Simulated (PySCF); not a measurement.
# C5H7ClN2Si: what the fields show

Input

```
{"job": {"kind": "uv", "xc": "wB97X-D", "basis": "def2-SVPD", "nstates": 8, "ntriplets": 3}, "charge": 0, "multiplicity": 1}
Cl    -4.255737     0.253179     0.038411
C     -2.525284     0.483522     0.413417
Si    -1.483680    -0.447577    -0.879854
C      0.336042    -0.162156    -0.423078
C      1.402663    -0.689482    -1.145998
C      2.680908    -0.398691    -0.696336
N      2.893546     0.348855     0.375907
C      1.819813     0.805650     0.994734
N      0.564585     0.591161     0.653455
H     -2.342492     1.555586     0.411518
H     -2.371230     0.113859     1.424415
H     -1.773873    -1.883413    -0.836663
H     -1.737501     0.083719    -2.221845
H      1.230284    -1.297777    -2.018930
H      3.566000    -0.767443    -1.200304
H      1.988357     1.419952     1.871180
```

Command:

```sh
OMP_NUM_THREADS=1 python probes_run.py task.json out
```

Geometry: GFN2-xTB.

Method: PySCF, wB97X-D/def2-SVPD, SCF density, gas phase.

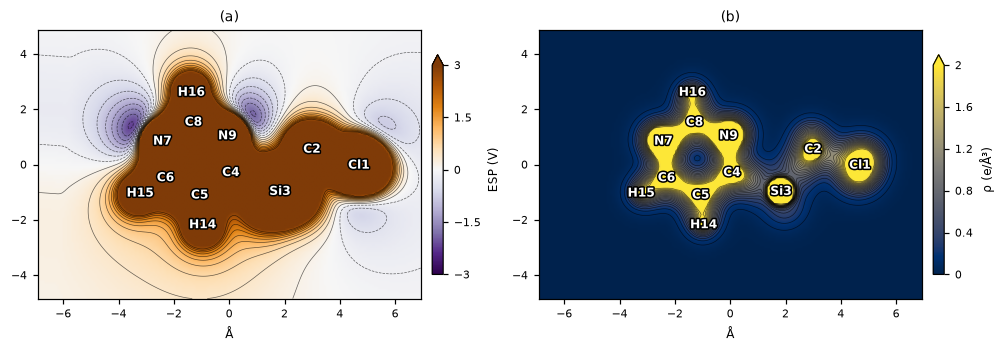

Figure 1. (a) molecular electrostatic potential; (b) total electron density on the plane of atoms C6, N7 and C8.

### Read the bonding off the picture.

The section cuts through Cl, C, Si, N and H sites.
C–N (1.32 Å): the density is about 2.6 e/Å³ at the midpoint.
C–C (1.39 Å): ρ is about 2.1 e/Å³ halfway.
C–Cl (1.79 Å): ρ at the midpoint is about 1.3 e/Å³.
C–Si (1.90 Å): ρ is about 0.96 e/Å³ halfway.
C–H (1.08 Å): ρ at the midpoint is about 2 e/Å³.
Outside the dense part of the molecule the potential is most negative (−2.2 V) near N7.

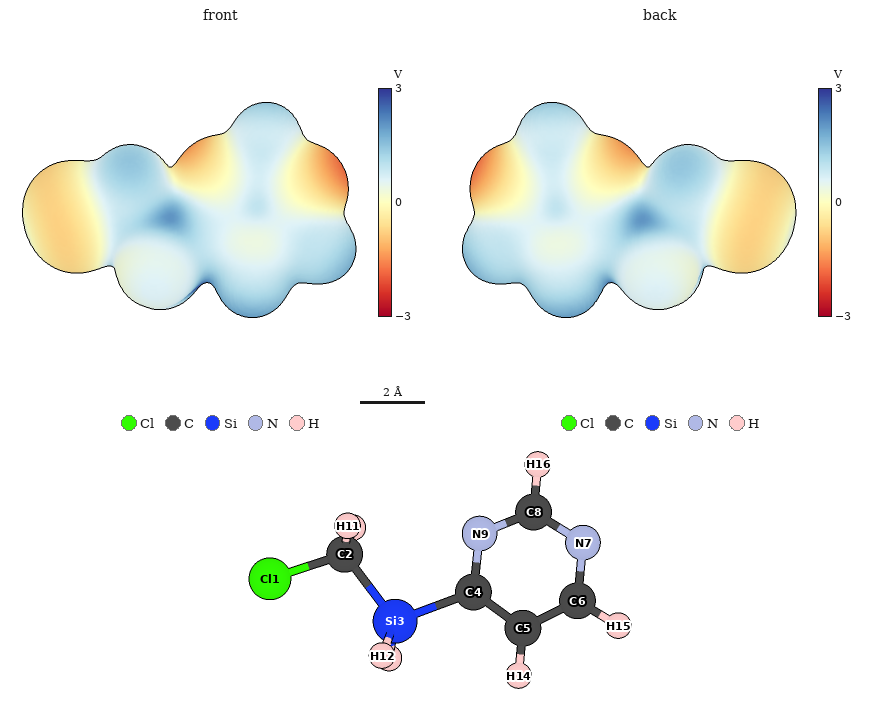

Figure 2. The electrostatic potential painted on the density surface at 0.004 e/bohr³, seen from the front and from behind; red is negative and blue positive. The bare structure is drawn below in the same view.

### Where is the surface potential most negative and most positive?

The most negative region (about −1.7 V) lies over N7, the most positive (about +2.4 V) over Si3. Cl1 shows a σ-hole: about +0.5 V at the tip opposite its bond, against about −0.6 V on its flanks. N7 is the likeliest acceptor of a hydrogen bond.

### What dipole moment does the calculation give?

Its dipole moment is 2.20 D.
